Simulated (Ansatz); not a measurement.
# H4P+ (phosphonium): levels of theory compared

We compute a comparison of 6 runs (B2PLYP/3-21G, BHLYP/6-31G, BLYP/3-21G, r2SCAN/6-31G, wB97X/3-21G, RPA@PBE/6-31G) of H4P+ (phosphonium). 

Program for the calculation: Ansatz 0.2.0.

## Step 1: The molecule

H4P+: 5 atoms, total charge +1, spin state singlet. SMILES: `[PH4+]`. The start is not the relaxed shape. At this shape the atoms don't form one bonded unit as the SMILES string has it.

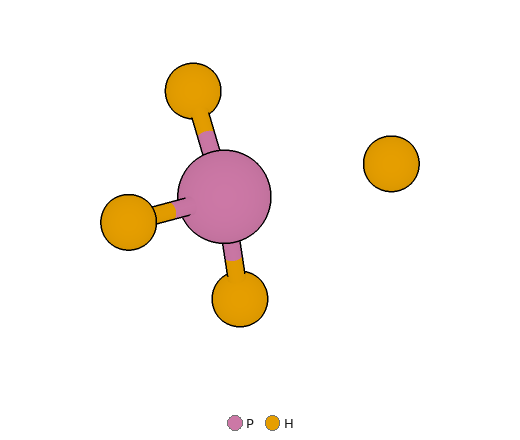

The structure, seen from a chosen angle (phosphorus pink, hydrogen amber).

## Step 2: A single-point energy at B2PLYP/3-21G (run 1)

Contents of molecule.yaml:

```yaml
crystal:
  periodic: [false, false, false]
  atoms:
    - {symbol: P, position_ang: [0.308622, 0.508011, -0.345421]}
    - {symbol: H, position_ang: [1.666102, 0.446681, -0.135021]}
    - {symbol: H, position_ang: [-0.617320, -1.016050, 0.691010]}
    - {symbol: H, position_ang: [0.046782, 0.374261, -1.688811]}
    - {symbol: H, position_ang: [-0.169608, 1.719151, 0.096359]}
basis:
  gaussian: {orbitals: 3-21G.json}
total_charge: 1
hamiltonian: {xc: {name: B2PLYP}}
correlation: {frozen_orbitals: {H: 0, P: 5}}
accuracy: high
```

The basis set 3-21G is read from a file made from the Basis Set Exchange's data (not shown).

Started as:

```console
$ ansatz run molecule.yaml --threads 1 --pin off --max-ram 2610MiB --events-out events.jsonl --progress --plain --runs-dir runs
```

Standard output:

```text
Warning: RAYON_NUM_THREADS=1 ignored (pool sized by the plan → 1); use --threads N
Functional definition: B2PLYP
  name "B2PLYP"
  parameter a = 0.53
  parameter c = 0.27
  exchange = (1 - a)*b88_x + a*exact_x
  correlation = (1 - c)*lyp_c + c*(mp2_os + mp2_ss)
417 factors; integrals over basis functions are off by at most 4.4e-9 eV
mean field evaluation 1: about -9289.0487 eV, gradient 1.6e1 eV
mean field evaluation 2: about -9289.0316 eV, gradient 1.6e1 eV
mean field evaluation 4: about -9290.1494 eV, gradient 4.0e-1 eV
mean field evaluation 8: about -9290.1501 eV, gradient 6.9e-4 eV
mean field -9290.15007564 eV, -341.4067181899 hartree, gradient 7.7e-8 eV, S^2 0.000000; 0 other end points of the search recorded, 0 dependent functions left out
5 core orbitals not correlated: weight in the atoms' cores, before any rotation towards them, 1.000 or more for the frozen orbitals, at most 0.000 for the correlated occupied ones
reference -9290.15009303 eV, -341.4067188291 hartree; 4, 4 occupied and 12, 12 virtual orbitals, 417 factors
second order -2.80888859 eV of doubles, -0.00000000 eV of singles
Total energy: -9290.90849295 eV, -341.4345895121 hartree
```

Wall time 0.89 s (1 thread of AMD EPYC 7R43 (Zen 3), shared host); peak memory 0.1 GiB.

## Step 3: The energy at BHLYP/6-31G (run 2)

Contents of job.yaml:

```yaml
crystal:
  periodic: [false, false, false]
  atoms:
    - {symbol: P, position_ang: [0.308622, 0.508011, -0.345421]}
    - {symbol: H, position_ang: [1.666102, 0.446681, -0.135021]}
    - {symbol: H, position_ang: [-0.617320, -1.016050, 0.691010]}
    - {symbol: H, position_ang: [0.046782, 0.374261, -1.688811]}
    - {symbol: H, position_ang: [-0.169608, 1.719151, 0.096359]}
basis:
  gaussian:
    orbitals: 6-31G
hamiltonian:
  xc: {name: BHLYP}
accuracy: high
total_charge: 1
```

Started as:

```console
$ ansatz run job.yaml --threads 1 --pin off --max-ram 2610MiB --events-out events.jsonl --progress --plain --runs-dir runs
```

Standard output:

```text
Warning: RAYON_NUM_THREADS=1 ignored (pool sized by the plan → 1); use --threads N
Functional definition: BHLYP
  name "BHLYP"
  parameter a = 0.5
  exchange = (1 - a)*b88_x + a*exact_x
  correlation = lyp_c
472 factors; integrals over basis functions are off by at most 2.8e-9 eV
mean field evaluation 1: about -9340.1734 eV, gradient 1.6e1 eV
mean field evaluation 2: about -9340.7678 eV, gradient 1.3e1 eV
mean field evaluation 4: about -9341.4938 eV, gradient 8.9e-2 eV
mean field evaluation 8: about -9341.4873 eV, gradient 7.6e-4 eV
mean field -9341.48731005 eV, -343.2933267569 hartree, gradient 5.3e-8 eV, S^2 0.000000; 0 other end points of the search recorded, 0 dependent functions left out
reference -9341.48733137 eV, -343.2933275405 hartree; 9, 9 occupied and 12, 12 virtual orbitals, 472 factors
Total energy: -9341.48733137 eV, -343.2933275405 hartree
```

It took 0.73 s on 1 thread of AMD EPYC 7R43 (Zen 3), shared host; peak memory 0.1 GiB.

Run 3 isn't shown in full; the table further down has it.

## Step 4: The energy at r2SCAN/6-31G (run 4)

molecule.yaml, as its differences from that of step 2:

```diff
@@ -9,6 +9,7 @@
 basis:
-  gaussian: {orbitals: 3-21G.json}
+  gaussian:
+    orbitals: 6-31G
 total_charge: 1
-hamiltonian: {xc: {name: B2PLYP}}
-correlation: {frozen_orbitals: {H: 0, P: 5}}
+hamiltonian:
+  xc: {name: r2SCAN}
 accuracy: high
```

Started as:

```console
$ ansatz run molecule.yaml --threads 1 --pin off --max-ram 2610MiB --events-out events.jsonl --progress --plain --runs-dir runs
```

Standard output:

```text
Warning: RAYON_NUM_THREADS=1 ignored (pool sized by the plan → 1); use --threads N
Functional definition: r2SCAN
  name "r2SCAN"
  parameter k0 = 0.174
  parameter k1 = 0.065
  parameter a1 = 4.9479
  exchange = r2scan_x(k0 = k0, k1 = k1, a1 = a1)
  correlation = r2scan_c
472 factors; integrals over basis functions are off by at most 2.8e-9 eV
mean field evaluation 1: about -9338.7085 eV, gradient 2.2e1 eV
mean field evaluation 2: about -9335.5863 eV, gradient 3.3e1 eV
mean field evaluation 4: about -9341.1549 eV, gradient 9.4e-1 eV
mean field evaluation 8: about -9341.1492 eV, gradient 6.0e-4 eV
mean field evaluation 16: about -9341.1492 eV, gradient 3.6e-8 eV
mean field -9341.14918170 eV, -343.2809007693 hartree, gradient 3.6e-8 eV, S^2 0.000000; 0 other end points of the search recorded, 0 dependent functions left out
reference -9341.14918222 eV, -343.2809007881 hartree; 9, 9 occupied and 12, 12 virtual orbitals, 472 factors
Total energy: -9341.14918222 eV, -343.2809007881 hartree
```

Wall time 1.4 s (1 thread of AMD EPYC 7R43 (Zen 3), shared host); peak memory 0.13 GiB.

Run 5 isn't shown in full; the table further down has it.

## Step 5: The energy at RPA@PBE/6-31G (run 6)

job.yaml, as its differences from that of step 3:

```diff
@@ -9,7 +9,6 @@
 basis:
-  gaussian:
-    orbitals: 6-31G
-hamiltonian:
-  xc: {name: BHLYP}
+  gaussian: {orbitals: 6-31G}
+total_charge: 1
+hamiltonian: {xc: pbe}
+correlation: {method: rpa, frozen_orbitals: {H: 0, P: 5}}
 accuracy: high
-total_charge: 1
```

Started as:

```console
$ ansatz run job.yaml --threads 1 --pin off --max-ram 2610MiB --events-out events.jsonl --progress --plain --runs-dir runs
```

Standard output:

```text
Warning: RAYON_NUM_THREADS=1 ignored (pool sized by the plan → 1); use --threads N
Functional definition: PBE
  name "PBE"
  parameter kappa = 0.804
  parameter beta = 0.06672455060314922
  exchange = pbe_x(kappa = kappa, mu = beta*pi^2/3)
  correlation = pbe_c(beta = beta)
472 factors; integrals over basis functions are off by at most 2.8e-9 eV
mean field evaluation 1: about -9334.4582 eV, gradient 2.5e1 eV
mean field evaluation 2: about -9334.4475 eV, gradient 2.5e1 eV
mean field evaluation 4: about -9337.4380 eV, gradient 3.5e0 eV
mean field evaluation 8: about -9337.5265 eV, gradient 1.4e-1 eV
mean field evaluation 16: about -9337.5265 eV, gradient 2.8e-8 eV
mean field -9337.52653905 eV, -343.1477711074 hartree, gradient 1.1e-8 eV, S^2 0.000000; 0 other end points of the search recorded, 0 dependent functions left out
5 core orbitals not correlated: weight in the atoms' cores, before any rotation towards them, 1.000 or more for the frozen orbitals, at most 0.000 for the correlated occupied ones
reference -9322.79457844 eV, -342.6063815406 hartree; 4, 4 occupied and 12, 12 virtual orbitals, 472 factors
Total energy: -9327.33317489 eV, -342.7731718837 hartree
```

Wall time 1 s (1 thread of AMD EPYC 7R43 (Zen 3), shared host); peak memory 0.11 GiB.

## Step 6: Overview of the runs

| run | level | frozen core orbitals | energy (Eh) | wall time |
| --- | --- | --- | --- | --- |
| 1 | B2PLYP/3-21G | 5 | -341.434590 | 0.89 s |
| 2 | BHLYP/6-31G | – | -343.293328 | 0.73 s |
| 3 | BLYP/3-21G | – | -341.591207 | 0.69 s |
| 4 | r2SCAN/6-31G | – | -343.280901 | 1.4 s |
| 5 | wB97X/3-21G | – | -341.585452 | 2.8 s |
| 6 | RPA@PBE/6-31G | 5 | -342.773172 | 1 s |

## Step 7: What came out

```
                               quantity          value
                    run 6: total energy  -342.77317 Eh
run 6: RPA correlation energy (valence)     -166.8 mEh
```

In words: Totals of different functionals can't be ranked against each other. All runs together took 7.5 s, the longest 2.8 s.
